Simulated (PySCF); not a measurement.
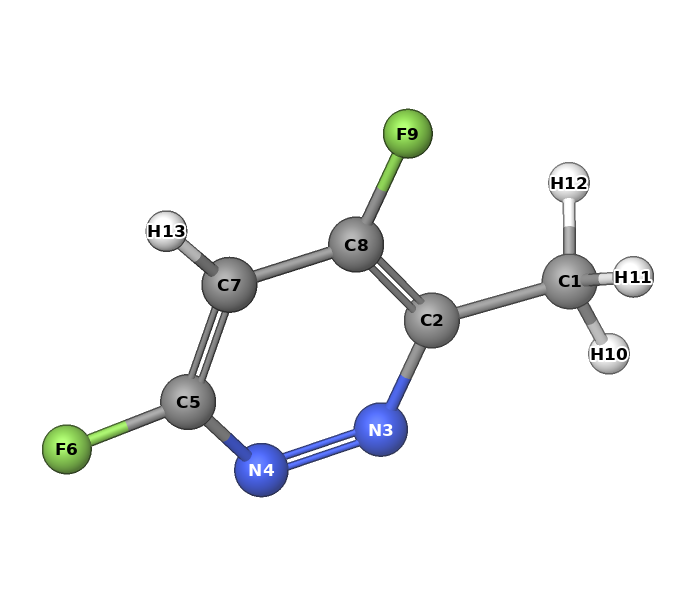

The computed structure is the end point of a GFN2-xTB optimisation. No frequency run is at hand to confirm it as a minimum. Electric field gradients from the ground-state density, B3LYP/pcJ-1 (PySCF 2.14.0), non-relativistic apart from any core potentials.

Give the largest field-gradient component, the quadrupole coupling constant and the asymmetry for 14N at N3 (Q = 20.44 mb), 14N at N4 (Q = 20.44 mb), 2H at H10 (Q = 2.86 mb), 2H at H11 (Q = 2.86 mb).

```json
{"atom": "N3", "V_zz (a.u.)": "−1.286", "e²qQ/h (MHz)": "−6.18", "η": "0.08"}
{"atom": "N4", "V_zz (a.u.)": "−1.185", "e²qQ/h (MHz)": "−5.69", "η": "0.07"}
{"atom": "H10", "V_zz (a.u.)": "0.302", "e²qQ/h (MHz)": "0.203", "η": "0.03"}
{"atom": "H11", "V_zz (a.u.)": "0.299", "e²qQ/h (MHz)": "0.201", "η": "0.05"}
```
